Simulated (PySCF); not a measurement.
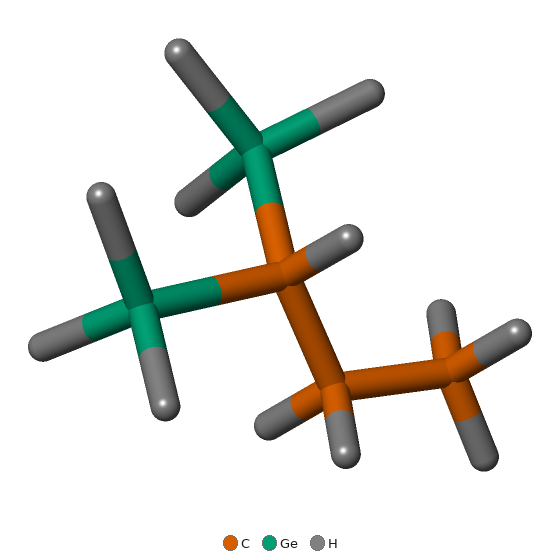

Geometry used (C₃H₁₂Ge₂, SMILES CC[CH]([GeH3])[GeH3], singlet).

Simulated rotational absorption lines between 2 and 8 GHz at 2 K: rigid rotor with the equilibrium constants and dipole of one optimised conformer (PBE0-D3(BJ)/def2-SVP, PySCF 2.14.0), commonest isotopes; no centrifugal distortion, hyperfine structure, internal rotation or nuclear-spin weights; lines within 1 MHz of each other are summed. Lines of different type are drawn apart.

**What are the rotational constants, and what kind of rotor is it?**

Rotational constants A, B, C = 2.168, 1.102, 0.7634 GHz; Ray's κ = −0.52, an asymmetric top on the prolate side.

**Assign the strongest lines, as J(Ka,Kc).**

| GHz | upper | lower | type | relative intensity |
| --- | --- | --- | --- | --- |
| 7.18 | 4(1,4) | 3(0,3) | b | 1.00 |
| 6.39 | 4(0,4) | 3(1,3) | b | 0.73 |
| 7.27 | 2(2,1) | 1(1,0) | b | 0.63 |
| 7.67 | 2(2,0) | 1(1,1) | b | 0.60 |
| 5.85 | 3(1,3) | 2(0,2) | b | 0.55 |
| 7.18 | 6(3,4) | 6(2,5) | b | 0.47 |
| 7.85 | 7(3,5) | 7(2,6) | b | 0.46 |
| 7.99 | 6(4,2) | 6(3,3) | b | 0.46 |

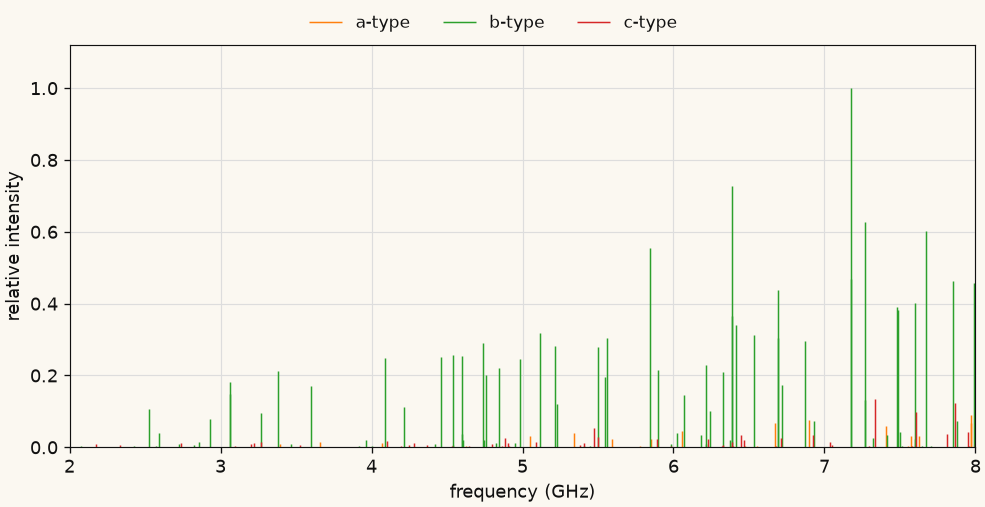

Known limits of this run: coarse grid, loose stop and no frequency check, small forces are noise and the end may be a saddle.
